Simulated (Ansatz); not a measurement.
**IF (iodine monofluoride), step by step**

Aim: a geometry optimisation (singlet IF, HF/3-21G), then vibrational wavenumbers (singlet IF, HF/3-21G), then the energy (singlet IF, MP2/3-21G), then a single-point energy (doublet IF+, UMP2/3-21G), then a structure relaxation (doublet IF+, UHF/3-21G) of FI. 

The results are computed with Ansatz 0.2.0.

**1. The system as given**

The species is IF (2 atoms), meant as a singlet with charge 0. SMILES: `FI`. All atoms were displaced at random from a relaxed shape. The run starts from this shape.

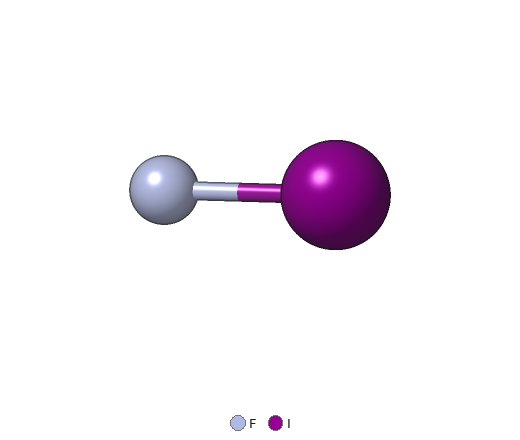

Viewed from a chosen angle; fluorine light blue, iodine purple.

**2. A geometry optimisation at HF/3-21G (run 1)**

The input, in.yaml:

```yaml
crystal:
  periodic: [false, false, false]
  atoms:
    - {symbol: F, position_ang: [-0.004808, -0.160497, -0.047046]}
    - {symbol: I, position_ang: [-0.035937, 0.062246, 1.854657]}
basis:
  gaussian:
    orbitals: 3-21G.json
hamiltonian:
  xc: hf
relax: {}
```

The basis set 3-21G is read from a file made from the Basis Set Exchange's data (not shown).

Started as:

```bash
$ ansatz run in.yaml --threads 1 --pin off --max-ram 2610MiB --events-out events.jsonl --progress --plain --runs-dir runs
```

What it wrote:

```text
Warning: RAYON_NUM_THREADS=1 ignored (pool sized by the plan → 1); use --threads N
The last accepted step is kept in runs//last_step.txt (removed where the run ends without a failure and the disk answers)
[... 31 lines left out ...]
Total energy: -190117.51553108 eV, -6986.6898294869 hartree
[... 2 lines left out ...]
Dipole moment:    -0.008401     0.060114     0.513233 e Å
```

Wall time 1.4 s (1 thread of AMD EPYC 9R45 (Zen 5), shared host).

The path in brief:

| step | energy from the first frame kept (eV) | largest force (eV/Å) |
| --- | --- | --- |
| 1 | 0.0000 | 0.4444 |
| 2 | -0.0033 | 0.0164 |
| 3 | -0.0033 | 0.0001 |

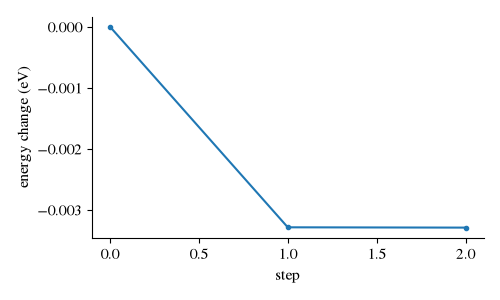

Energy along the run.

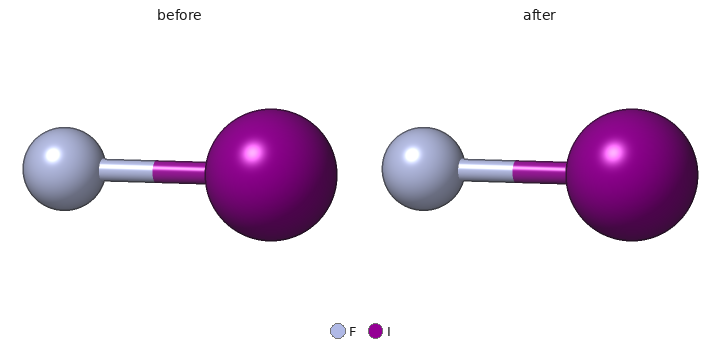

Before and after, at one scale.

After the run. Bond lengths: F1–I2 1.930 Å.

**3. The harmonic vibrations at HF/3-21G (run 2)**

The input, job.yaml:

```yaml
crystal:
  periodic: [false, false, false]
  atoms:
    - symbol: F
      position_ang: [-0.004686, -0.161371, -0.054507]
    - symbol: I
      position_ang: [-0.036059, 0.063120, 1.862118]
basis:
  gaussian: {orbitals: 3-21G.json}
magnetization: {spin_polarized: false, initial_magnetization: 0}
hamiltonian: {xc: hf}
phonons: {temperatures: {t_min: 300, t_max: 1500, t_step: 300}}
```

The basis set 3-21G is read from a file made from the Basis Set Exchange's data (not shown).

Started as:

```bash
$ ansatz run job.yaml --threads 1 --pin off --max-ram 2610MiB --events-out events.jsonl --progress --plain --runs-dir runs
```

What it wrote:

```text
Warning: RAYON_NUM_THREADS=1 ignored (pool sized by the plan → 1); use --threads N
[... 76 lines left out ...]
Total energy: -190117.51553089 eV, -6986.6898294799 hartree
[... 2 lines left out ...]
Dipole moment:    -0.008401     0.060114     0.513233 e Å
Vibrations: 684.43 cm⁻¹, zero-point energy 0.042429 eV
```

Run time: 4.2 s. Hardware: 1 thread of AMD EPYC 9R45 (Zen 5), shared host.

**4. The energy at MP2/3-21G (run 3)**

The input, input.yaml:

```yaml
crystal:
  periodic: [false, false, false]
  atoms:
    - {symbol: F, position_ang: [-0.004686, -0.161371, -0.054507]}
    - {symbol: I, position_ang: [-0.036059, 0.063120, 1.862118]}
basis:
  gaussian:
    orbitals: 3-21G.json
output:
  orbitals: {seedname: orbitals}
correlation:
  method: mp2
```

The basis set 3-21G is read from a file made from the Basis Set Exchange's data (not shown).

Started as:

```bash
$ ansatz run input.yaml --threads 1 --pin off --max-ram 2610MiB --events-out events.jsonl --progress --plain --runs-dir runs
```

What it wrote:

```text
Warning: RAYON_NUM_THREADS=1 ignored (pool sized by the plan → 1); use --threads N
Functional definition: HF
  name "HF"
  exchange = exact_x
  correlation = 0
496 factors; integrals over basis functions are off by at most 7.6e-5 eV
mean field evaluation 1: about -190116.7834 eV, gradient 2.1e1 eV
mean field evaluation 2: about -190116.7919 eV, gradient 2.1e1 eV
mean field evaluation 4: about -190117.5089 eV, gradient 1.2e0 eV
mean field evaluation 8: about -190117.5155 eV, gradient 2.5e-3 eV
mean field -190117.51548898 eV, -6986.6898279396 hartree, gradient 1.3e-6 eV, S^2 0.000000; 0 other end points of the search recorded, 0 dependent functions left out
19 core orbitals not correlated: weight in the atoms' cores, before any rotation towards them, 1.000 or more for the frozen orbitals, at most 0.000 for the correlated occupied ones
reference -190117.51548898 eV, -6986.6898279396 hartree; 12, 12 occupied and 11, 11 virtual orbitals, 496 factors
second order -4.12133144 eV of doubles, -0.00000000 eV of singles
Total energy: -190121.63682043 eV, -6986.8412840767 hartree
```

It took 0.26 s on 1 thread of AMD EPYC 9R45 (Zen 5), shared host.

**5. The doublet cation: a single-point energy at UMP2/3-21G (run 4)**

The input, molecule.yaml:

```yaml
crystal:
  periodic: [false, false, false]
  atoms:
    - {symbol: F, position_ang: [-0.004686, -0.161371, -0.054507]}
    - {symbol: I, position_ang: [-0.036059, 0.063120, 1.862118]}
basis:
  gaussian: {orbitals: 3-21G.json}
total_charge: 1
magnetization: {spin_polarized: true, initial_magnetization: 1}
correlation: {method: mp2}
```

The basis set 3-21G is read from a file made from the Basis Set Exchange's data (not shown).

Started as:

```bash
$ ansatz run molecule.yaml --threads 1 --pin off --max-ram 2610MiB --events-out events.jsonl --progress --plain --runs-dir runs
```

What it wrote:

```text
Warning: RAYON_NUM_THREADS=1 ignored (pool sized by the plan → 1); use --threads N
[... 4 set-up lines as earlier in the session ...]
494 factors; integrals over basis functions are off by at most 7.6e-5 eV
mean field evaluation 1: about -190102.2770 eV, gradient 3.9e1 eV
mean field evaluation 2: about -190102.2842 eV, gradient 3.9e1 eV
mean field evaluation 4: about -190107.3758 eV, gradient 1.9e0 eV
mean field evaluation 8: about -190107.4840 eV, gradient 2.9e-1 eV
mean field evaluation 16: about -190107.5165 eV, gradient 2.3e-6 eV
mean field evaluation 32: about -190105.9359 eV, gradient 8.1e0 eV
mean field evaluation 64: about -190107.4823 eV, gradient 2.7e-1 eV
mean field -190107.51654396 eV, -6986.3223734877 hartree, gradient 2.3e-6 eV, S^2 0.852448; 5 other end points of the search recorded, 0 dependent functions left out
19 core orbitals not correlated: weight in the atoms' cores, before any rotation towards them, 1.000 or more for the frozen orbitals, at most 0.000 for the correlated occupied ones
reference -190107.51654396 eV, -6986.3223734877 hartree; 12, 11 occupied and 11, 12 virtual orbitals, 494 factors
second order -4.02404804 eV of doubles, -0.00000000 eV of singles
Total energy: -190111.54059200 eV, -6986.4702545256 hartree
```

Run time: 1.2 s. Hardware: 1 thread of AMD EPYC 9R45 (Zen 5), shared host.

**6. The doublet cation: a structure relaxation at UHF/3-21G (run 5)**

The input, job.yaml:

```yaml
crystal:
  periodic: [false, false, false]
  atoms:
    - {symbol: F, position_ang: [-0.004686, -0.161371, -0.054507]}
    - {symbol: I, position_ang: [-0.036059, 0.063120, 1.862118]}
basis:
  gaussian:
    orbitals: 3-21G.json
total_charge: 1
magnetization:
  spin_polarized: true
  initial_magnetization: 1
hamiltonian:
  xc: hf
relax: {}
```

The basis set 3-21G is read from a file made from the Basis Set Exchange's data (not shown).

Started as:

```bash
$ ansatz run job.yaml --threads 1 --pin off --max-ram 2610MiB --events-out events.jsonl --progress --plain --runs-dir runs
```

What it wrote:

```text
Warning: RAYON_NUM_THREADS=1 ignored (pool sized by the plan → 1); use --threads N
[... 1 set-up line as earlier in the session ...]
[... 61 lines left out ...]
Total energy: -190107.52327260 eV, -6986.3226207607 hartree
[... 2 lines left out ...]
Dipole moment:    -0.009283     0.066427     0.567129 e Å
```

Wall time 5.7 s (1 thread of AMD EPYC 9R45 (Zen 5), shared host); peak memory 0.13 GiB.

Step by step:

| step | energy from the first frame kept (eV) | largest force (eV/Å) |
| --- | --- | --- |
| 1 | 0.0000 | 0.2304 |
| 2 | -0.0021 | 0.2490 |
| 3 | 0.1102 | 3.0840 |
| 4 | -0.0046 | 0.2111 |
| 5 | 0.0125 | 1.0818 |
| 6 | -0.0066 | 0.0154 |
| 7 | -0.0066 | 0.0004 |

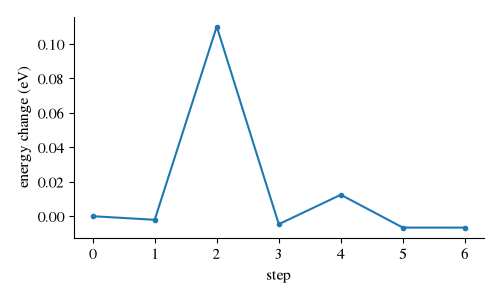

Energy along the run.

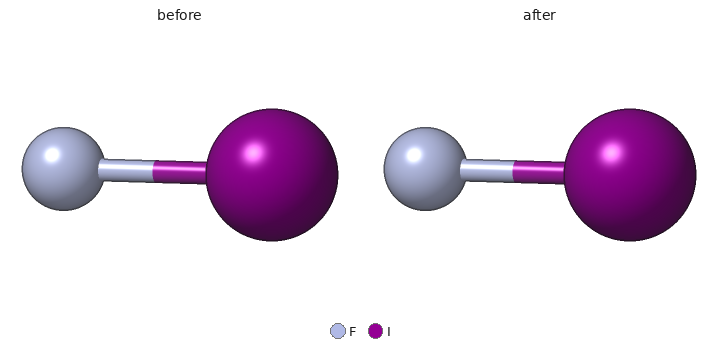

Before and after, at one scale.

After the run. Bond lengths: F1–I2 1.894 Å.

**7. Summary of results**

```
                                                                         quantity           value
                                         run 1, HF/3-21G: total energy at the end  -6986.68983 Eh
                                                   run 1, HF/3-21G: dipole moment          2.48 D
                                                     run 1, HF/3-21G: bond length         1.930 Å
                                        run 2, HF/3-21G: largest force on an atom      0.000 eV/Å
                                             run 2, HF/3-21G: harmonic wavenumber        684 cm⁻¹
                                               run 2, HF/3-21G: zero-point energy      4.1 kJ/mol
                                                   run 3, MP2/3-21G: total energy  -6986.84128 Eh
                            run 3, MP2/3-21G: HOMO energy (Hartree–Fock orbitals)       -10.62 eV
                            run 3, MP2/3-21G: LUMO energy (Hartree–Fock orbitals)         1.20 eV
                          run 3, MP2/3-21G: HOMO–LUMO gap (Hartree–Fock orbitals)        11.82 eV
                   run 3, MP2/3-21G: correlation energy (19 core orbitals frozen)      -151.5 mEh
                                              doublet cation, run 4: total energy  -6986.47025 Eh
              doublet cation, run 4: correlation energy (19 core orbitals frozen)      -147.9 mEh
                         doublet cation, run 4: ⟨S²⟩ of the reference determinant           0.852
                                   doublet cation, run 5: total energy at the end  -6986.32262 Eh
                                               doublet cation, run 5: bond length         1.894 Å
                                                      doublet cation, run 5: ⟨S²⟩           0.781
                    vertical ionisation energy (to the doublet cation), MP2/3-21G       10.096 eV
adiabatic ionisation energy (to the doublet cation, no zero-point term), HF/3-21G        9.992 eV
```

At MP2/3-21G: removing an electron at fixed nuclei costs 10.10 eV (974 kJ/mol). At HF/3-21G: the adiabatic ionisation energy (to the doublet cation, no zero-point term) is 9.99 eV (230 kcal/mol). The optimisation (run 1, HF/3-21G) took 2 steps and changed the energy by -0.003 eV. Relativity is left out (run 1, HF/3-21G) although the molecule holds a heavy atom. The one mode (run 2, HF/3-21G) is real, so the shape is a minimum at this level. Relativity is left out (run 2, HF/3-21G) although the molecule holds a heavy atom.
